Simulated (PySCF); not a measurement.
**CH3F (fluoromethane) at SVWN5/STO-3G**

What is the energy change on altering one bond length of CH3F (fluoromethane) at SVWN5/STO-3G? 

The results are computed with PySCF 2.14.0.

8 further runs of the same task are left out: 8 set aside as unsound or not needed.

## (1) The system as given

The species is CH3F (5 atoms), meant as a singlet with charge 0. As SMILES, `CF`. Geometry: relaxed at PBE0-D4/def2-TZVP.

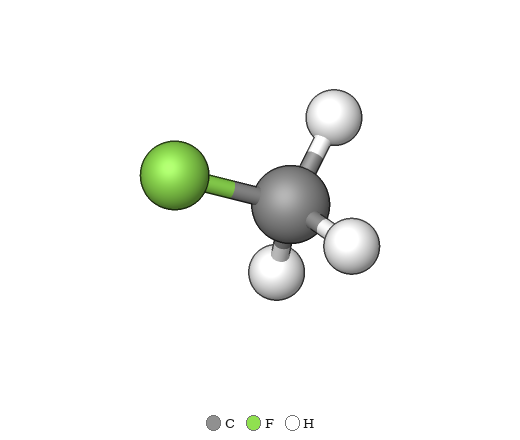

The structure, seen from a chosen angle (carbon grey, fluorine green, hydrogen white).

## (2) The energy at SVWN5/STO-3G

input.py reads:

```python
from pyscf import gto, dft

molecule = gto.M(
    atom='''
C     -0.095809     0.062172     0.014740
F      2.067549    -1.342650    -0.318608
H     -1.736091    -1.184669    -0.109604
H     -0.198043     1.504222    -1.458869
H     -0.037417     0.960926     1.872152
''',
    unit='bohr',
    verbose=4,
    max_memory=1860,
    charge=0,
    basis='sto-3g',
)

myscf = dft.RKS(molecule, xc='svwn')
myscf.grids.level = 5
myscf.conv_tol = 1e-10
myscf.kernel()
if not myscf.converged:
    myscf = myscf.newton().run(myscf.mo_coeff, myscf.mo_occ)

energy = myscf.e_tot
print('E = %.10f Eh' % energy)
```

The run is started by

```console
$ OMP_NUM_THREADS=1 python input.py
```

Output:

```text
PySCF version 2.14.0

[INPUT] num. atoms = 5
[INPUT] num. electrons = 18
[INPUT] charge = 0
[INPUT] spin (= nelec alpha-beta = 2S) = 0
[INPUT] symmetry False subgroup None
[INPUT] Mole.unit = bohr
[INPUT] Symbol           X                Y                Z      unit          X                Y                Z       unit  Magmom
[INPUT]  1 C     -0.050699939401   0.032900005557   0.007800072089 AA   -0.095809000000   0.062172000000   0.014740000000 Bohr   0.0
[INPUT]  2 F      1.094099813260  -0.710499782242  -0.168600092817 AA    2.067549000000  -1.342650000000  -0.318608000000 Bohr   0.0
[INPUT]  3 H     -0.918699793283  -0.626899837283  -0.057999939026 AA   -1.736091000000  -1.184669000000  -0.109604000000 Bohr   0.0
[INPUT]  4 H     -0.104799842382   0.796000002565  -0.772000228518 AA   -0.198043000000   1.504222000000  -1.458869000000 Bohr   0.0
[INPUT]  5 H     -0.019800223701   0.508500140581   0.990700173778 AA   -0.037417000000   0.960926000000   1.872152000000 Bohr   0.0

nuclear repulsion = 37.4512548728416
number of shells = 9
number of NR pGTOs = 39
number of NR cGTOs = 13
basis = sto-3g
ecp = {}

******** <class 'pyscf.dft.rks.RKS'> ********
method = RKS
initial guess = minao
damping factor = 0
level_shift factor = 0
DIIS = <class 'pyscf.scf.diis.CDIIS'>
diis_start_cycle = 1
diis_space = 8
diis_damp = 0
SCF conv_tol = 1e-10
SCF conv_tol_grad = None
SCF max_cycles = 50
direct_scf = True
direct_scf_tol = 1e-13
XC library pyscf.dft.libxc version 7.0.0
    S. Lehtola, C. Steigemann, M. J.T. Oliveira, and M. A.L. Marques.,  SoftwareX 7, 1–5 (2018)
XC functionals = svwn
    P. A. M. Dirac.,  Math. Proc. Cambridge Philos. Soc. 26, 376 (1930)
    F. Bloch.,  Z. Phys. 57, 545 (1929)
    S. H. Vosko, L. Wilk, and M. Nusair.,  Can. J. Phys. 58, 1200 (1980)
radial grids:
    Treutler-Ahlrichs [JCP 102, 346 (1995); DOI:10.1063/1.469408] (M4) radial grids

becke partition: Becke, JCP 88, 2547 (1988); DOI:10.1063/1.454033
pruning grids: <function nwchem_prune>
grids dens level: 5
symmetrized grids: False
atomic radii adjust function: <function treutler_atomic_radii_adjust>
small_rho_cutoff = 0
Set gradient conv threshold to 1e-05
Initial guess from minao.
tot grids = 157480
init E= -136.76035440245
  HOMO = -0.300620423713276  LUMO = 0.172325373563773  gap/eV = 12.86951
cycle= 1 E= -136.71636681646  delta_E= 0.044  |g|= 0.279  |ddm|= 2.44
  HOMO = 0.00583938150450173  LUMO = 0.312480152553946  gap/eV = 8.34412
cycle= 2 E= -136.69065696134  delta_E= 0.0257  |g|= 0.425  |ddm|= 1.12
  HOMO = -0.0900052822171337  LUMO = 0.286999371890392  gap/eV = 10.25882
cycle= 3 E= -136.748827690736  delta_E= -0.0582  |g|= 0.0292  |ddm|= 0.601
  HOMO = -0.0983632317664751  LUMO = 0.276431839395133  gap/eV = 10.19869
cycle= 4 E= -136.749119315505  delta_E= -0.000292  |g|= 0.00745  |ddm|= 0.0527
  HOMO = -0.0978279360027787  LUMO = 0.277521819288591  gap/eV = 10.21379
cycle= 5 E= -136.749135939875  delta_E= -1.66e-05  |g|= 0.000284  |ddm|= 0.00946
  HOMO = -0.0979422845020062  LUMO = 0.277447339265226  gap/eV = 10.21487
cycle= 6 E= -136.74913597414  delta_E= -3.43e-08  |g|= 1.69e-05  |ddm|= 0.000476
  HOMO = -0.0979485426071317  LUMO = 0.277444935541435  gap/eV = 10.21498
cycle= 7 E= -136.749135974268  delta_E= -1.27e-10  |g|= 5.46e-07  |ddm|= 3.61e-05
  HOMO = -0.097948627418142  LUMO = 0.277444793713897  gap/eV = 10.21498
cycle= 8 E= -136.749135974268  delta_E= -8.53e-14  |g|= 1.76e-08  |ddm|= 1.02e-06
  HOMO = -0.0979486236312204  LUMO = 0.277444800047946  gap/eV = 10.21498
Extra cycle  E= -136.749135974268  delta_E= -1.99e-13  |g|= 1.74e-08  |ddm|= 4.65e-08
converged SCF energy = -136.749135974268
E = -136.7491359743 Eh
```

It took 1.4 s on 1 thread of Intel Xeon Platinum 8488C (Sapphire Rapids), shared host; peak memory 0.14 GiB.

## (3) The distorted shape, same level

run.py reads:

```python
from pyscf import gto, dft

mol = gto.M(
    atom='''
C    0.383276   0.362782   0.040698
F    1.528076  -0.380618  -0.135702
H   -0.918700  -0.626900  -0.058000
H    0.329176   1.125882  -0.739102
H    0.414176   0.838382   1.023598
''',
    max_memory=1860,
    basis='sto-3g',
    spin=0,
    verbose=4,
)

ks = dft.RKS(mol, xc='svwn')
ks.grids.level = 5
ks.conv_tol = 1e-10
ks.kernel()
if not ks.converged:
    ks = ks.newton().run(ks.mo_coeff, ks.mo_occ)

e_final = ks.e_tot
print('E(%s) = %.9f' % ('SVWN5', e_final))
```

The run is started by

```console
$ OMP_NUM_THREADS=1 python run.py
```

Output:

```text
PySCF version 2.14.0

[INPUT] num. atoms = 5
[INPUT] num. electrons = 18
[INPUT] charge = 0
[INPUT] spin (= nelec alpha-beta = 2S) = 0
[INPUT] symmetry False subgroup None
[INPUT] Mole.unit = angstrom
[INPUT] Symbol           X                Y                Z      unit          X                Y                Z       unit  Magmom
[INPUT]  1 C      0.383276000000   0.362782000000   0.040698000000 AA    0.724286670119   0.685558622922   0.076908073818 Bohr   0.0
[INPUT]  2 F      1.528076000000  -0.380618000000  -0.135702000000 AA    2.887645137521  -0.719263778080  -0.256439614556 Bohr   0.0
[INPUT]  3 H     -0.918700000000  -0.626900000000  -0.058000000000 AA   -1.736091390638  -1.184669307490  -0.109604115225 Bohr   0.0
[INPUT]  4 H      0.329176000000   1.125882000000  -0.739102000000 AA    0.622052486780   2.127608628578  -1.396700358118 Bohr   0.0
[INPUT]  5 H      0.414176000000   0.838382000000   1.023598000000 AA    0.782679207368   1.584312367765   1.934319881653 Bohr   0.0

nuclear repulsion = 35.9345410724411
number of shells = 9
number of NR pGTOs = 39
number of NR cGTOs = 13
basis = sto-3g
ecp = {}

******** <class 'pyscf.dft.rks.RKS'> ********
method = RKS
initial guess = minao
damping factor = 0
level_shift factor = 0
DIIS = <class 'pyscf.scf.diis.CDIIS'>
diis_start_cycle = 1
diis_space = 8
diis_damp = 0
SCF conv_tol = 1e-10
SCF conv_tol_grad = None
SCF max_cycles = 50
direct_scf = True
direct_scf_tol = 1e-13
XC library pyscf.dft.libxc version 7.0.0
    S. Lehtola, C. Steigemann, M. J.T. Oliveira, and M. A.L. Marques.,  SoftwareX 7, 1–5 (2018)
XC functionals = svwn
    P. A. M. Dirac.,  Math. Proc. Cambridge Philos. Soc. 26, 376 (1930)
    F. Bloch.,  Z. Phys. 57, 545 (1929)
    S. H. Vosko, L. Wilk, and M. Nusair.,  Can. J. Phys. 58, 1200 (1980)
radial grids:
    Treutler-Ahlrichs [JCP 102, 346 (1995); DOI:10.1063/1.469408] (M4) radial grids

becke partition: Becke, JCP 88, 2547 (1988); DOI:10.1063/1.454033
pruning grids: <function nwchem_prune>
grids dens level: 5
symmetrized grids: False
atomic radii adjust function: <function treutler_atomic_radii_adjust>
small_rho_cutoff = 0
Set gradient conv threshold to 1e-05
Initial guess from minao.
tot grids = 157480
init E= -136.592724114482
  HOMO = -0.249348757557308  LUMO = 0.0449150375174703  gap/eV = 8.00733
cycle= 1 E= -136.633759427226  delta_E= -0.041  |g|= 0.286  |ddm|= 2.43
  HOMO = -0.00523648911145264  LUMO = 0.0968860856265768  gap/eV = 2.77890
cycle= 2 E= -136.355602846822  delta_E= 0.278  |g|= 1.03  |ddm|=  1.8
  HOMO = -0.10745827284752  LUMO = 0.116066351276029  gap/eV = 6.08241
cycle= 3 E= -136.667981326575  delta_E= -0.312  |g|= 0.0749  |ddm|= 1.33
  HOMO = -0.114231818263976  LUMO = 0.109857237474591  gap/eV = 6.09777
cycle= 4 E= -136.668139622381  delta_E= -0.000158  |g|= 0.06  |ddm|= 0.182
  HOMO = -0.118062302691585  LUMO = 0.109372240280875  gap/eV = 6.18881
cycle= 5 E= -136.670001395269  delta_E= -0.00186  |g|= 0.00635  |ddm|= 0.103
  HOMO = -0.118086915679068  LUMO = 0.110457492216308  gap/eV = 6.21901
cycle= 6 E= -136.67002192748  delta_E= -2.05e-05  |g|= 0.00117  |ddm|= 0.0116
  HOMO = -0.118366206673612  LUMO = 0.11046476234431  gap/eV = 6.22681
cycle= 7 E= -136.670022556361  delta_E= -6.29e-07  |g|= 5.3e-05  |ddm|= 0.00218
  HOMO = -0.118360420128172  LUMO = 0.110466879893146  gap/eV = 6.22671
cycle= 8 E= -136.670022557808  delta_E= -1.45e-09  |g|= 5.04e-06  |ddm|= 0.000107
  HOMO = -0.118359221779178  LUMO = 0.110466801339473  gap/eV = 6.22667
cycle= 9 E= -136.670022557819  delta_E= -1.15e-11  |g|= 7.4e-08  |ddm|= 9.54e-06
  HOMO = -0.118359176510967  LUMO = 0.110466822102774  gap/eV = 6.22667
Extra cycle  E= -136.670022557819  delta_E= -5.68e-14  |g|= 7.71e-08  |ddm|= 2.3e-07
converged SCF energy = -136.670022557819
E(SVWN5) = -136.670022558
```

It took 2.6 s on 1 thread of Intel Xeon Platinum 8488C (Sapphire Rapids), shared host; peak memory 0.14 GiB.

## (4) Outcome

Level: SVWN5/STO-3G.

```
                                                         quantity          value
                                        first shape: total energy  -136.74914 Eh
                                       first shape: dipole moment         0.86 D
                                         first shape: HOMO energy       -2.67 eV
                                         first shape: LUMO energy        7.55 eV
                                       first shape: HOMO–LUMO gap       10.21 eV
                                    distorted shape: total energy  -136.67002 Eh
                                   distorted shape: dipole moment         0.66 D
                                     distorted shape: HOMO energy       -3.22 eV
                                     distorted shape: LUMO energy        3.01 eV
                                   distorted shape: HOMO–LUMO gap        6.23 eV
energy change with the C1–H3 bond stretched from 1.092 to 1.638 Å       2.153 eV
```

In words: With the C1–H3 bond stretched from 1.092 to 1.638 Å the energy rises by 2.15 eV (50 kcal/mol). The first shape isn't relaxed at this level, so the change isn't measured from a minimum. The minimal basis adds a large error of its own. Mulliken charges (distorted shape) run from -0.13 on C1 to +0.09 on H5.
